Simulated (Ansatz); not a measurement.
## ZnS (F-43m): phonons against volume

Wanted: mode Grüneisen parameters of ZnS and a free-energy fit over volumes.

What experiment has found for this phase:
- bulk modulus 71.4 GPa near room temperature (given in “High-Throughput Prediction of Finite-Temperature Properties using the Quasi-Harmonic Approximation”, 2016, arXiv:1603.06924)

Program: Ansatz 0.2.0. Level of theory: DFT LDA, scalar-relativistic, plane waves, PAW; PAW set soft_1. Results are calculated unless marked as measured.

The database entry behind the starting cell differs from later determinations by our own check (about 0.1 % short), so it need not match the best structure at ambient conditions.

**1. Set-up**

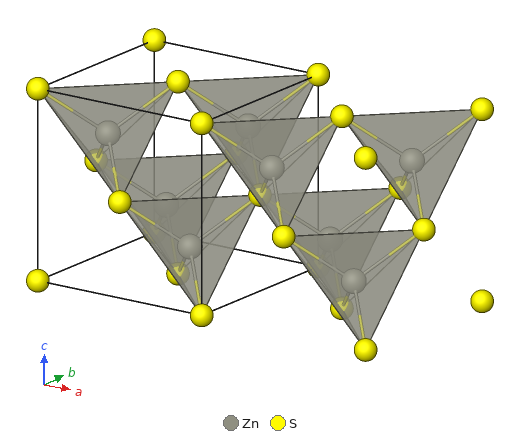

Start, viewed from a free direction; zinc grey, sulfur yellow. 2×1×1 cells are drawn. This picture shows the conventional cell, with its axes. Bonds to atoms that aren't drawn are left out. Some periodic images of atoms are drawn too.

**2. Probe on a coarse mesh**

A cheap single point shows whether the cell is a metal or an insulator and how far it is from rest; that sets the k-mesh and the occupations of what follows.

Contents of input.yaml:

```yaml
crystal:
  lattice:
    - [0.0, 2.702, 2.702]
    - [2.702, 0.0, 2.702]
    - [2.702, 2.702, 0.0]
  atoms:
    - { symbol: Zn, position: [0.25, 0.25, 0.25] }
    - { symbol: S, position: [0.0, 0.0, 0.0] }
kpoints:
  mp_grid: { grid: [6, 6, 6] }
hamiltonian:
  xc: lda
  pseudopotentials: { kind: paw, azcp: { folder: soft_1 }, xc_functional: pbe }
scf:
  occupations: { method: gaussian, width: 0.1 }
  lower_state_search: "off"
output:
  forces: true
  stress: true
  eigenvalues: true
```

Launch:

```
> ansatz run input.yaml --threads 8 --pin off --max-ram 16384MiB --backend cpu --events-out ev --progress --plain --runs-dir out
```

Numbers of over 12 decimals in the logs are rounded to 6 here.

What it wrote:

```text
Engine: ansatz 0.2.0, aarch64-unknown-linux-gnu
Pseudopotentials: kind: paw
Pseudopotential: Zn, paw, valence charge 12, recommended cutoff 420 eV (normal), soft_1/Zn.paw.azcp
Pseudopotential: S, paw, valence charge 6, recommended cutoff 420 eV (normal), soft_1/S.paw.azcp
Functional definition: SPW92
  exchange = slater_x
  correlation = pw_c
Crystal: 2 atoms, lattice volume = 39.454 Å³
Basis set: ecut = 420 eV, 749 PW (Γ)
Bands: 13, of which v1, the nominal top of the filled ones, is band 9 counted from 1 (8 counted from 0)
Symmetry: 24 space group operations
Space group: F-43m (ITA 216), of the structure as read, at distance tolerance 3.4e-5 Å
k-points: 16 of 216 (time reversal used)
Non-local potential: Zn, projectors of the file, l = 0: 2, l = 1: 2, l = 2: 3, l = 3: 1
Non-local potential: S, projectors of the file, l = 0: 2, l = 1: 2, l = 2: 1
PAW form: soft (Blöchl's): semilocal exchange-correlation on the pseudo side does not see the compensation charge
PAW frozen core: Zn, regenerated for the run's functional, and the local potential with it (the file was generated under x = pbe(κ = 0.804, μ = 0.219515), c = pbe(β = 0.066725))
PAW frozen core: S, regenerated for the run's functional, and the local potential with it (the file was generated under x = pbe(κ = 0.804, μ = 0.219515), c = pbe(β = 0.066725))
PAW one-centre angular grid: Zn, 590 points (default); XC on 64 Gauss nodes
PAW one-centre angular grid: S, 110 points (default); XC on 64 Gauss nodes
Initial density: superposition of atomic densities (chi_scale 0.1, normalization cell, long waves kept (reshape's long-wave potential 0.00 eV rms))
Initial wavefunctions: pseudopotential atomic-orbital guess
Functional: x = slater, c = lda
SCF iter   1: F=—  HF=-4117.506241 eV  |F-HF|=—  |Δ(HF+E_count)|=         —  Δρ=3.81e-2  dr2=3.38e-1  ethr=3.10e-3  ⟨swp⟩=6.2  Hψ=1504  notcnv=0
preconditioner: auto → none  [insulator: Δε(μ)=2.092 eV  Ē_g=12.512 eV  σ=0.100 eV  W_gap=1.00  n_scr=14 (ndim 8)  ℏωp=25.1 eV  f_vac=0.000  D(μ)=0.00/eV (n_scr^D=0)  ε∞_Penn≈5.0]
SCF iter   2: F=—  HF=-4117.421837 eV  |F-HF|=—  |Δ(HF+E_count)|=   8.44e-2  Δρ=1.42e-2  dr2=4.24e-2  ethr=1.88e-3  ⟨swp⟩=2.0  Hψ=528  notcnv=0
SCF iter   3: F=—  HF=-4117.408662 eV  |F-HF|=—  |Δ(HF+E_count)|=   1.32e-2  Δρ=9.47e-3  dr2=1.73e-2  ethr=2.36e-4  ⟨swp⟩=2.0  Hψ=408  notcnv=0
SCF iter   4: F=—  HF=-4117.404272 eV  |F-HF|=—  |Δ(HF+E_count)|=   4.39e-3  Δρ=2.12e-3  dr2=1.24e-3  ethr=9.60e-5  ⟨swp⟩=2.2  Hψ=464  notcnv=0
SCF iter   5: F=—  HF=-4117.404137 eV  |F-HF|=—  |Δ(HF+E_count)|=   1.35e-4  Δρ=6.14e-4  dr2=8.39e-5  ethr=6.86e-6  ⟨swp⟩=2.9  Hψ=379  notcnv=0
SCF iter   6: F=—  HF=-4117.404154 eV  |F-HF|=—  |Δ(HF+E_count)|=   1.67e-5  Δρ=9.59e-5  dr2=1.67e-6  ethr=4.66e-7  ⟨swp⟩=1.9  Hψ=330  notcnv=0
SCF iter   7: F=-4117.404154 eV  HF=-4117.404154 eV  |F-HF|=3.97e-8  |Δ(HF+E_count)|=   1.95e-7  Δρ=1.08e-5  dr2=4.54e-8  ethr=5.56e-10  ⟨swp⟩=5.1  Hψ=1343  notcnv=0
SCF 1 converged in 7 iterations: F = -4117.404154 eV  dr2 = 4.54e-8
  greatest PAW one-centre occupation: 0.984 electrons in one spin orbital (limit 2), on the Zn atom at site 0 (counted from 0), in its partial waves of l = 2
SCF converged after 7 iterations
Free energy (F): -4117.404154 eV
Harris-Foulkes:  -4117.404154 eV  (|F-HF|=3.97e-8)
Internal energy: -4117.404154 eV  (E = F + TS)
E sigma→0 (E₀):  -4117.404154 eV
Fermi energy:    6.421833 eV
--- Per-component energies (eV) ---
  E_band       = -2.051960
  E_kinetic    = 253.835023
  E_local      = -2272.121964  (includes V_loc(G=0)·N_el)
  E_nonlocal   = 857.700091
  E_hartree    = 862.798788
  E_xc         = -165.912097
  E_vxc        = -134.538963  (∫ρ·V_xc dr)
  E_paw        = -2402.034792  (= ΣΔE_a)
  E_vpaw       = -432.521040  (= ΣTr[D̂ρ^β])
  E_aug_tail   = -0.000250  (compensation charges beyond the density's cutoff)
  E_ewald      = -1253.379294
  E_core_change = 1.710341  (= ΣΔE_core)
  E_smearing   = -0.000000  (= −TS)
  E_closure    = -0.000000  (closes the sum)
  Σ components = -4117.404154   (vs F -4117.404154, Δ=0.00e0)
--- Forces (eV/Å), atoms counted from 1 ---
  atom   1  Zn    -0.00000000     0.00000000    -0.00000000
  atom   2  S      0.00000000    -0.00000000    -0.00000000
  max |Σ_I F_I| component: 2.78e-17 eV/Å
--- Stress (GPa, compression-positive) ---
       -4.534978      -0.000000       0.000000
       -0.000000      -4.534978       0.000000
       -0.000000       0.000000      -4.534978
  P = ⅓ Tr σ = -4.5350 GPa (-45.350 kbar)
--- Band table (eV; the first three rows and the last of 16) ---
  k-point 0: bands = [... 5 lower, -0.5125, 5.4933, 5.4933, 5.4933, 7.3445, 11.7101, 11.7101, 11.7101]
  k-point 1: bands = [... 5 lower, -0.5145, 3.7459, 5.2425, 5.2425, 8.4946, 11.6669, 12.1128, 12.1128]
  k-point 2: bands = [... 5 lower, -0.5011, 1.5098, 4.8090, 4.8090, 8.7037, 12.3636, 12.3636, 13.0926]
  k-point 15: bands = [... 5 lower, -0.1491, 0.8137, 2.8193, 2.8432, 10.1409, 10.6700, 14.2881, 14.2968]
```

Wall time 0.92 s (8 threads of Arm Neoverse V1, shared host); peak memory 0.29 GiB; 2.1 s of CPU time.

This step gave:

```
pressure          : -4.535 GPa
gap on the k-mesh : 1.851 eV
volume per atom   : 19.73 Å³/atom
```

The start is under -4.5 GPa at this level and looks like an insulator or semiconductor on this mesh.

**3. Relaxation**

Phonons are second derivatives about a minimum, so cell and atoms are relaxed first, inside the symmetry of the start.

input.yaml, the sections that differ from step 2:

```yaml
kpoints:
  mp_grid: { grid: [10, 10, 10] }
scf:
  occupations: { method: gaussian, width: 0.02 }
  lower_state_search: "off"
output:
  forces: true
  stress: true
  eigenvalues: true
  write_density: true
  write_potential: true
  elf: true
  volumetric_format: npy
relax:
  adjacent_minimum: "off"
  f_tol: 0.005
  max_steps: 80
  cell: { stress_tol: 0.05 }
# crystal, hamiltonian: as in step 2
```

What it wrote:

```text
[...]
Crystal: 2 atoms, lattice volume = 39.454 Å³
Basis set: ecut = 420 eV, 749 PW (Γ)
Bands: 13, of which v1, the nominal top of the filled ones, is band 9 counted from 1 (8 counted from 0)
Symmetry: 24 space group operations
[...]
k-points: 47 of 1000 (time reversal used)
[...]
SCF iter   1: F=—  HF=-4117.509459 eV  |F-HF|=—  |Δ(HF+E_count)|=         —  Δρ=3.81e-2  dr2=3.36e-1  ethr=3.10e-3  ⟨swp⟩=6.5  Hψ=4483  notcnv=0
[...]
SCF iter   7: F=-4117.407988 eV  HF=-4117.407988 eV  |F-HF|=1.99e-8  |Δ(HF+E_count)|=   1.38e-7  Δρ=1.00e-5  dr2=2.52e-8  ethr=5.56e-10  ⟨swp⟩=8.9  Hψ=5260  notcnv=0
SCF 1 converged in 7 iterations: F = -4117.407988 eV  dr2 = 2.52e-8
[...]
relax step   1: F+E_penalty+E_count = -4117.40798838 eV  Δ(F+E_penalty+E_count) = +0.000e0 eV  max|allowed force component| = 1.758e-16 eV/Å  Δτ_max = 0.0000 Å  P = -4.555 GPa  Ω = 39.454 Å³  (7 SCF iters, dr2 threshold 1.00e-7 eV, accepted)
Crystal: 2 atoms, lattice volume = 38.079 Å³
Basis set: ecut = 420 eV, 725 PW (Γ)
[...]
iter 1 solved again at ethr=6.42e-6 eV; its pass at ethr=3.10e-3 eV (dr2=1.16e-3 eV) is discarded
[...]
SCF iter   5: F=-4117.437075 eV  HF=-4117.437075 eV  |F-HF|=2.16e-8  |Δ(HF+E_count)|=   3.42e-7  Δρ=2.26e-5  dr2=8.12e-8  ethr=1.11e-9  ⟨swp⟩=7.9  Hψ=4537  notcnv=0
SCF 2 converged in 5 iterations: F = -4117.437075 eV  dr2 = 8.12e-8
[...]
relax step   2: F+E_penalty+E_count = -4117.43707455 eV  Δ(F+E_penalty+E_count) = -2.909e-2 eV  max|allowed force component| = 2.776e-17 eV/Å  Δτ_max = 0.0000 Å  P = -2.026 GPa  Ω = 38.079 Å³  energy of the carried Pulay correction = +4.901e-4 eV  (5 SCF iters, dr2 threshold 2.00e-7 eV, accepted)
Crystal: 2 atoms, lattice volume = 37.045 Å³
[...]
SCF iter   5: F=-4117.443397 eV  HF=-4117.443397 eV  |F-HF|=2.08e-8  |Δ(HF+E_count)|=   1.55e-7  Δρ=1.87e-5  dr2=5.33e-8  ethr=1.11e-9  ⟨swp⟩=11.2  Hψ=5303  notcnv=0
SCF 3 converged in 5 iterations: F = -4117.443397 eV  dr2 = 5.33e-8
  Residual-converged pass: ⟨swp⟩=1.0  Hψ=799  notcnv=0  max |occ|·‖R‖ = 7.0e-9 eV (tolerance 1.0e-8 eV)  dr2=5.33e-8  dr2_onsite=1.58e-8  max |Δocc| = 0.0e0
relax step   3: F+E_penalty+E_count = -4117.44339706 eV  Δ(F+E_penalty+E_count) = -6.323e-3 eV  max|allowed force component| = 1.434e-16 eV/Å  Δτ_max = 0.0000 Å  P = +0.243 GPa  Ω = 37.045 Å³  energy of the carried Pulay correction = +8.704e-4 eV  (5 SCF iters, dr2 threshold 2.00e-7 eV, accepted)
[...]
relax step   4: F+E_penalty+E_count = -4117.44343482 eV  Δ(F+E_penalty+E_count) = -3.776e-5 eV  max|allowed force component| = 8.789e-17 eV/Å  Δτ_max = 0.0000 Å  P = -0.011 GPa  Ω = 37.153 Å³  energy of the carried Pulay correction = +8.302e-4 eV  (4 SCF iters, dr2 threshold 1.48e-7 eV, accepted)
[...]
SCF iter   6: F=-4117.442610 eV  HF=-4117.442610 eV  |F-HF|=2.73e-12  |Δ(HF+E_count)|=  3.64e-11  Δρ=1.29e-7  dr2=1.80e-12  ethr=1.00e-12  ⟨swp⟩=6.6  Hψ=2927  notcnv=0
SCF 5 converged in 6 iterations: F = -4117.442610 eV  dr2 = 1.80e-12
relax step   5: F+E_penalty+E_count = -4117.44261035 eV  Δ(F+E_penalty+E_count) = +8.245e-4 eV  max|allowed force component| = 1.156e-16 eV/Å  Δτ_max = 0.0000 Å  P = -0.013 GPa  Ω = 37.153 Å³  stress off target by 1.30e-2 GPa  SCF on the basis re-selected at this cell (its energy is not comparable with the rows above)  (6 SCF iters)
basis re-selected at this cell: Δ(F+E_penalty+E_count) = +8.245e-4 eV, ΔP = -0.002 GPa vs the last step (what re-selecting the basis moved, of the pressure what is left beyond the Pulay correction that the steps carried, after the strain that the cell walked since its last selection, with what the two solves' SCF thresholds leave and, on support functions, any second-order correction that the steps lacked; it is no m [...]
SCF converged after 6 iterations
Free energy (F): -4117.442610 eV
[...]
Internal energy: -4117.442610 eV  (E = F + TS)
E sigma→0 (E₀):  -4117.442610 eV
Fermi energy:    7.356607 eV
[...]
--- Stress (GPa, compression-positive) ---
       -0.012998      -0.000000      -0.000000
       -0.000000      -0.012998       0.000000
       -0.000000       0.000000      -0.012998
  P = ⅓ Tr σ = -0.0130 GPa (-0.130 kbar)
--- Band table (eV; the first three rows and the last of 47) ---
  k-point 0: bands = [... 5 lower, 0.1076, 6.2970, 6.2970, 6.2970, 8.4160, 12.4662, 12.4662, 12.4662]
  k-point 1: bands = [... 5 lower, 0.1059, 5.4422, 6.1863, 6.1863, 9.0502, 12.3935, 12.6515, 12.6515]
  k-point 2: bands = [... 5 lower, 0.1056, 3.9831, 5.9201, 5.9201, 9.6608, 12.7101, 13.0161, 13.0161]
  k-point 46: bands = [... 5 lower, 0.5599, 1.3271, 3.2442, 3.3322, 11.3858, 12.0512, 14.5971, 14.6987]
--- Relaxed structure (4 steps of the walk, 4 accepted, 1 SCFs on fresh bases) ---
  F+E_penalty+E_count = -4117.44261035 eV   max|allowed force component| = 1.156e-16 eV/Å   (the final SCF, on the basis selected at the relaxed cell)
  cell:  # Å, volume = 37.1531 Å³
    - [0, 2.648429, 2.648429]
    - [2.648429, 0, 2.648429]
    - [2.648429, 2.648429, 0]
  atoms:
    - { symbol: Zn, position: [0.25, 0.25, 0.25] }
    - { symbol: S, position: [0, 0, 0] }
```

Elapsed: 3 s, on 8 threads; peak memory 0.38 GiB; 20 s of CPU time.

Relaxation path:

| step | energy less that of the first step (eV) | largest force component (eV/Å) | pressure (GPa) | volume (Å³) |
| --- | --- | --- | --- | --- |
| 1 | 0.0000 | 0.0000 | -4.55 | 39.45 |
| 2 | -0.0291 | 0.0000 | -2.03 | 38.08 |
| 3 | -0.0354 | 0.0000 | 0.24 | 37.04 |
| 4 | -0.0354 | 0.0000 | -0.01 | 37.15 |
| 5* | -0.0346 | 0.0000 | -0.01 | 37.15 |

Relaxation steps marked * repeat the geometry before them on a plane-wave basis chosen anew for their cell, so energy and pressure can jump there.

Forces are held to the 24 operations that the run works with; a distortion that breaks them can't arise in this run.

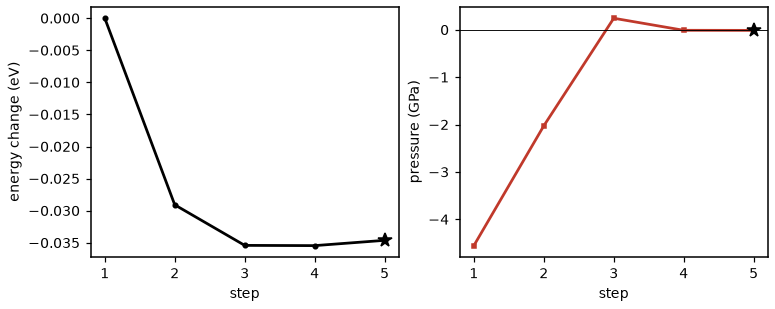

Energy and pressure along the relaxation. Stars mark steps on a basis chosen anew.

| conventional cell, symmetrised | before | after | change |
| --- | --- | --- | --- |
| a (Å) | 5.404 | 5.297 | -2.0 % |
| b (Å) | 5.404 | 5.297 | -2.0 % |
| c (Å) | 5.404 | 5.297 | -2.0 % |
| volume (Å³/atom) | 19.73 | 18.58 | -5.8 % |

The relaxed structure:

```
Zn S
1.0
     0.00000    2.64843    2.64843
     2.64843    0.00000    2.64843
     2.64843    2.64843    0.00000
Zn S
1 1
Direct
  0.25000 0.25000 0.25000
  0.00000 0.00000 0.00000
```

Numbers from this step:

| Property | Result |
| --- | --- |
| pressure | -0.01300 GPa |
| gap on the k-mesh | 2.119 eV |
| volume per atom | 18.58 Å³/atom |

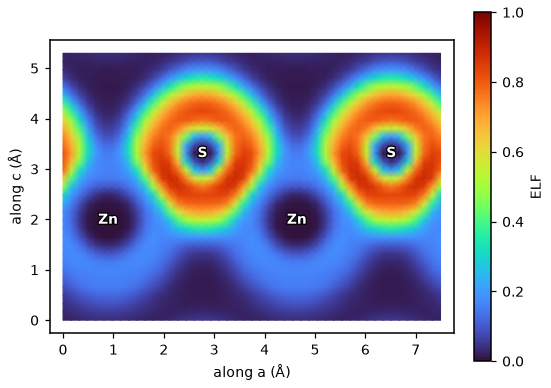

ELF in the ac plane of a cell with a along [110], b along [-110] and c along [001] of the cube at fractional y = 0.000, with atoms of Zn and S within 0.2 Å of it. It is the smooth field of the valence electrons, not physical close to the nuclei. The map starts off the cell's origin, so that atoms lie inside it.

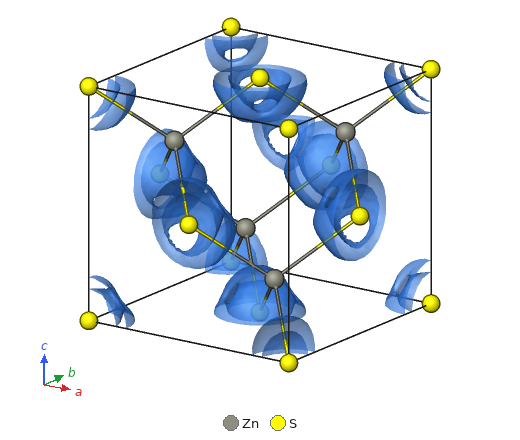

Surface of ELF = 0.8. Bonds to atoms that aren't drawn are left out.

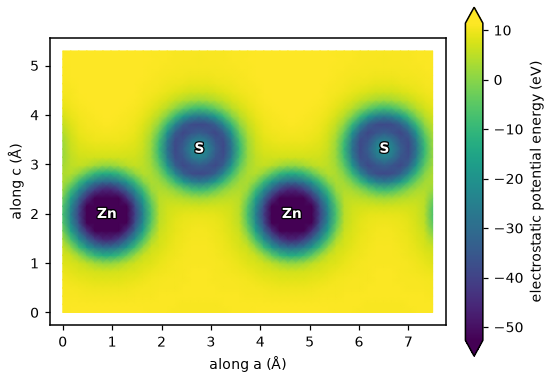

Electrostatic potential energy in the ac plane of a cell with a along [110], b along [-110] and c along [001] of the cube at fractional y = 0.000, with atoms of Zn and S within 0.2 Å of it. With pseudopotentials it is smooth inside the atoms' cores, unlike the true potential. The map starts off the cell's origin, so that atoms lie inside it.

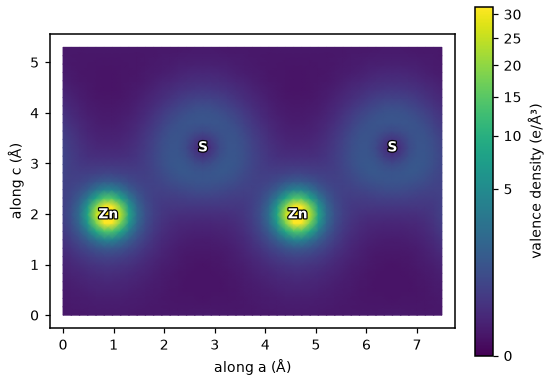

Valence density in the ac plane of a cell with a along [110], b along [-110] and c along [001] of the cube at fractional y = 0.000, with atoms of Zn and S within 0.2 Å of it. It is the smooth field of the valence electrons, not physical close to the nuclei. The map starts off the cell's origin, so that atoms lie inside it. The colour scale is stretched toward low values.

The relaxation ends with a pressure of -0.01 GPa.

**4. Tight relaxation**

The relaxation is repeated with tighter thresholds on force and stress, since phonons are sensitive to what is left; a change of mesh or smearing in the input moves the cell too.

Contents of input.yaml:

```yaml
crystal:
  lattice:
    - [0.0, 2.6484291563, 2.6484291563]
    - [2.6484291563, 0.0, 2.6484291563]
    - [2.6484291563, 2.6484291563, 0.0]
  atoms:
    - { symbol: Zn, position: [0.25, 0.25, 0.25] }
    - { symbol: S, position: [0.0, 0.0, 0.0] }
kpoints:
  mp_grid: { grid: [12, 12, 12] }
hamiltonian:
  xc: lda
  pseudopotentials: { kind: paw, azcp: { folder: soft_1 }, xc_functional: pbe }
scf:
  occupations: { method: fixed }
  lower_state_search: "off"
output:
  forces: true
  stress: true
  eigenvalues: true
relax:
  adjacent_minimum: "off"
  f_tol: 0.001
  max_steps: 60
  cell: { stress_tol: 0.01 }
```

What it wrote:

```text
[...]
Crystal: 2 atoms, lattice volume = 37.153 Å³
Basis set: ecut = 420 eV, 725 PW (Γ)
Bands: 13, of which v1, the nominal top of the filled ones, is band 9 counted from 1 (8 counted from 0)
Symmetry: 24 space group operations
[...]
k-points: 72 of 1728 (time reversal used)
[...]
k-point 71: bands = [... 5 lower, 0.5833, 1.3201, 3.1883, 3.2863, 11.8024, 12.4468, 14.0808, 14.2587]
--- Relaxed structure (2 steps of the walk, 2 accepted, 1 SCFs on fresh bases) ---
[...]
cell:  # Å, volume = 37.1501 Å³
    - [0, 2.648358, 2.648358]
    - [2.648358, 0, 2.648358]
    - [2.648358, 2.648358, 0]
  atoms:
    - { symbol: Zn, position: [0.25, 0.25, 0.25] }
    - { symbol: S, position: [0, 0, 0] }
[key lines of the parts left out:]
SCF converged after 6 iterations
Free energy (F): -4117.442650 eV
Fermi energy:    6.298103 eV
P = ⅓ Tr σ = -0.0059 GPa (-0.059 kbar)
```

Wall time 2.4 s (8 threads); peak memory 0.39 GiB.

Little changed from the start: no atom moved by 0.005 Å and no cell edge by 0.1 %.

Numbers from this step:

- pressure: -0.005851 GPa

The residual pressure is -0.0059 GPa, small enough for phonons.

[end of part 1 of 4]

[Logs are printed without paths, hosts, clocks, repeated set-up lines and the standing remarks that a program may print on its own settings, such as how far it seeks lower states.]

[Hosts, paths, dates, database ids (printed as entryN), source tags and the programs' standing remarks are cut or masked in the printed files.]

[A step with changed settings may run another functional than the one named; its input shows which.]

[Of the runs on displaced cells, only some may be shown.]
